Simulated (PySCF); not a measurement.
C7H15NOSi (SiEt3(NCO))

```xyz
25

Si    0.0344    0.0687    0.0384
C    -0.2144   -0.0170    1.8994
C     0.2562   -1.3118    2.5557
H    -1.2900    0.1393    2.0933
H     0.2967    0.8560    2.3442
H     0.0489   -1.3217    3.6372
H    -0.2459   -2.1876    2.1158
H     1.3403   -1.4622    2.4318
C     1.8419   -0.1330   -0.4372
C     2.1028   -0.2233   -1.9384
H     2.2201   -1.0375    0.0704
H     2.3997    0.7115    0.0063
H     3.1710   -0.3712   -2.1605
H     1.5531   -1.0644   -2.3890
H     1.7846    0.6908   -2.4642
C    -0.6969    1.6438   -0.6807
C    -2.1947    1.8235   -0.4521
H    -0.4714    1.6512   -1.7614
H    -0.1318    2.4928   -0.2546
H    -2.5744    2.7426   -0.9249
H    -2.7662    0.9790   -0.8680
H    -2.4398    1.8841    0.6201
N    -0.8333   -1.2731   -0.6612
C    -1.3806   -2.2031   -1.1745
O    -1.9202   -3.1137   -1.6752
```

Geometry: PBE0-D3(BJ)/def2-SVP.

These are results of PBE0/pcSseg-1, SCF density, gas phase, non-relativistic in PySCF 2.14.0, not measurements.

What can the converged electron density and electron localisation function tell about the bonding?

C–O (1.17 Å): the density is about 3.5 e/Å³ at the midpoint; the ELF peaks at about 0.85 between the atoms; a short, multiple covalent bond.
C–N (1.19 Å): ρ at the midpoint is about 3 e/Å³; the ELF peaks at about 0.85 between the atoms; a multiple bond.
Si–N (1.74 Å): the density is about 0.94 e/Å³ at the midpoint; the ELF peaks at about 0.90 between the atoms; a shared but strongly polarised pair.
C–Si (1.88 Å): ρ is about 0.97 e/Å³ halfway; the ELF peaks at about 0.95 between the atoms (a shared electron pair).

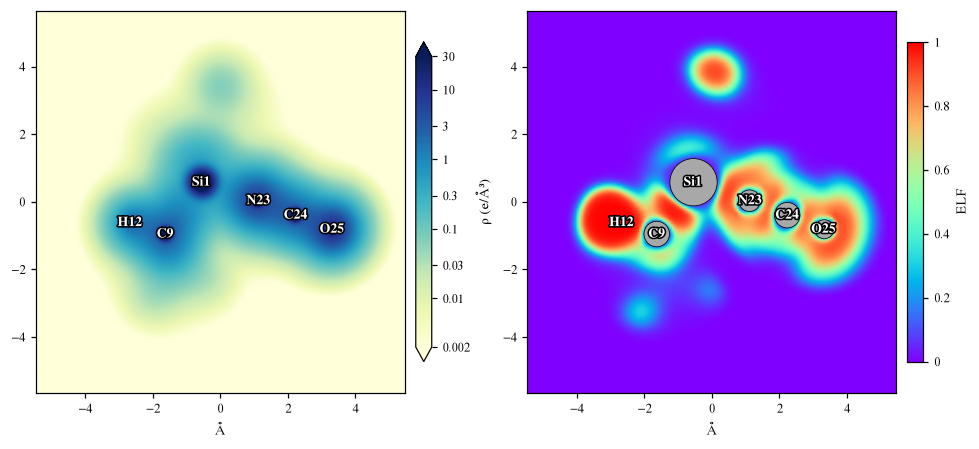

Computed electron density and electron localisation function on the plane of atoms Si1, C9 and H12, in this order. Grey discs cover the atomic cores in the ELF map. 
